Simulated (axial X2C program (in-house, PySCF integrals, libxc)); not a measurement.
**SInS: bond lengths and stretches, held linear**

Aim: the two bond lengths and stretching wavenumbers of linear SInS, with and without spin–orbit coupling, at PBE0, PBE.

The runs use an in-house X2C program for linear molecules on PySCF integrals; all-electron X2C, two-component (2c) or spin-free, S dyall-av3z, In dyall-v3z.

All values are calculated.

2 further runs of the same task are left out: 2 set aside as unsound or not needed.

**1. The job**

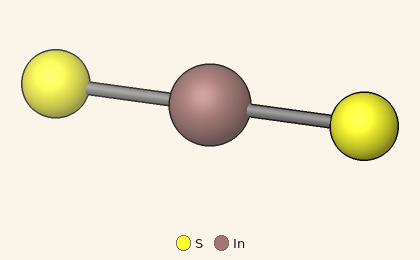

The atoms on one line, bonds 2.300 and 2.300 Å (sulfur yellow, indium brown).

The input, task.json:

```json
{
 "zs": [
  16,
  49,
  16
 ],
 "q": 0,
 "bas": [
  "dyall-av3z",
  "dyall-v3z",
  "dyall-av3z"
 ],
 "r0": [
  2.3,
  2.3
 ],
 "symm": 1,
 "scan": [
  "PBE0",
  "HF",
  "PBE"
 ],
 "levels": [
  "PBE0",
  "HF",
  "r2SCAN"
 ],
 "nst": 2
}
```

Keys: zs atomic numbers; q charge; bas basis sets; r0 starting distance in Å; symm equal bonds; scan levels of the two-bond scan; levels methods; nst determinants followed.

Run with:

```
python solin.py task.json out
```

Masses S 31.972, In 114.904, S 31.972 u.

**2. Scan at PBE0, 2c**

State: Ω = 3/2 (beyond evenly filled blocks: ω = 3/2). Energies above the lowest point, from the job's result record:

| r(S–In) (Å) | r(In–S) (Å) | E (meV) |
| --- | --- | --- |
| 2.1860 | 2.1860 | 67.78 |
| 2.1860 | 2.2420 | 28.61 |
| 2.1860 | 2.2980 | 34.97 |
| 2.2420 | 2.1860 | 28.61 |
| 2.2420 | 2.2420 | 0.00 |
| 2.2420 | 2.2980 | 16.74 |
| 2.2420 | 2.3541 | 66.32 |
| 2.2980 | 2.1860 | 34.97 |
| 2.2980 | 2.2420 | 16.74 |
| 2.2980 | 2.2980 | 44.17 |
| 2.3541 | 2.2420 | 66.32 |
| 2.3541 | 2.3541 | 175.42 |

A quadratic surface with cubic terms in each bond gives the minimum at 2.246 and 2.246 Å, force constants 2.28, 2.28 and coupling 0.54 mdyn/Å.

**3. Scan at PBE, 2c**

State: Ω = 3/2 (beyond evenly filled blocks: ω = 3/2). Energies above the lowest point, from the job's result record:

| r(S–In) (Å) | r(In–S) (Å) | E (meV) |
| --- | --- | --- |
| 2.1860 | 2.1860 | 115.17 |
| 2.1860 | 2.2420 | 57.17 |
| 2.1860 | 2.2980 | 51.21 |
| 2.2420 | 2.1860 | 57.17 |
| 2.2420 | 2.2420 | 2.69 |
| 2.2420 | 2.2980 | 0.00 |
| 2.2420 | 2.3541 | 37.51 |
| 2.2980 | 2.1860 | 51.21 |
| 2.2980 | 2.2420 | 0.00 |
| 2.2980 | 2.2980 | 0.35 |
| 2.3541 | 2.2420 | 37.51 |
| 2.3541 | 2.3541 | 83.62 |

A quadratic surface with cubic terms in each bond gives the minimum at 2.271 and 2.271 Å, force constants 2.33, 2.33 and coupling 0.15 mdyn/Å.

**4. Scan at PBE0, spin-free**

State: M_S = 1/2, Λ = 1 (beyond evenly filled blocks: π+α, π+β, π-α). Energies above the lowest point, from the job's result record:

| r(S–In) (Å) | r(In–S) (Å) | E (meV) |
| --- | --- | --- |
| 2.1860 | 2.1860 | 67.87 |
| 2.1860 | 2.2420 | 28.69 |
| 2.1860 | 2.2980 | 35.20 |
| 2.2420 | 2.1860 | 28.69 |
| 2.2420 | 2.2420 | 0.00 |
| 2.2420 | 2.2980 | 16.79 |
| 2.2420 | 2.3541 | 66.60 |
| 2.2980 | 2.1860 | 35.20 |
| 2.2980 | 2.2420 | 16.79 |
| 2.2980 | 2.2980 | 44.15 |
| 2.3541 | 2.2420 | 66.60 |
| 2.3541 | 2.3541 | 175.45 |

A quadratic surface with cubic terms in each bond gives the minimum at 2.246 and 2.246 Å, force constants 2.29, 2.29 and coupling 0.53 mdyn/Å.

**5. Comparison**

| level | r(S–In) (Å) | r(In–S) (Å) | lower stretch (cm⁻¹) | upper stretch (cm⁻¹) |
| --- | --- | --- | --- | --- |
| PBE0, 2c | 2.246 | 2.246 | 379.5 | 387.2 |
| PBE, 2c | 2.271 | 2.271 | 363.3 | 424.1 |
| PBE0, spin-free | 2.246 | 2.246 | 380.8 | 387.2 |
| PBE, spin-free | 2.271 | 2.271 | 363.4 | 423.9 |

Scans not shown above were run alike.

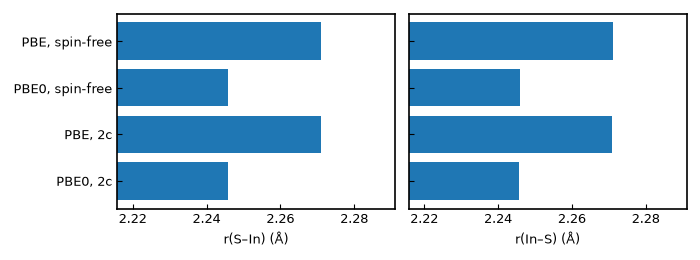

The two bond lengths by level.

What this shows: Over the levels the S–In bond spans 2.246 to 2.271 Å and the In–S bond 2.246 to 2.271 Å. At PBE0 spin–orbit coupling leaves both bonds unchanged to 0.001 Å. Each state is one determinant, the lowest of a limited PBE0 search; the stretches come from a fit to few points and are good to some per cent at best. The stretches are sorted by size, and where the two bonds are alike the symmetric and antisymmetric modes can swap order between levels. The molecule was held linear; bending was not examined, so a bent shape may lie lower. Note: functional without a current term on a determinant with orbital currents, of the molecule or an atom.
